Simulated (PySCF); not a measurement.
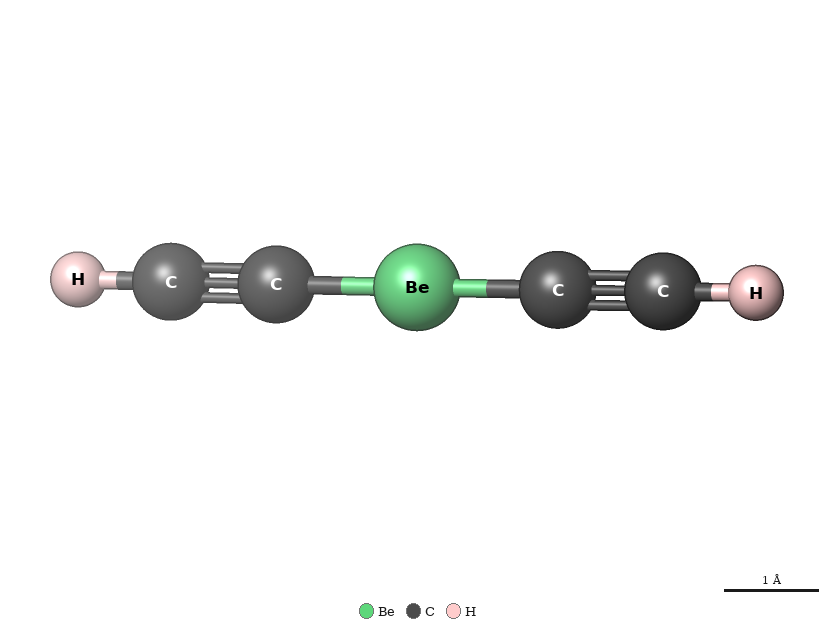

Depth is shown by fading: the farther an atom, the more it takes the colour of the background. The geometry was computed by an optimisation with PBE0-D3(BJ)/def2-SVP. No frequency run is at hand to confirm it as a minimum. Masses are those of the most abundant isotopes; constants are for the rigid equilibrium geometry.

**Classify the rotor and give the rotational constants (GHz).**

A linear rotor (D∞h) with B = 1.74 GHz.
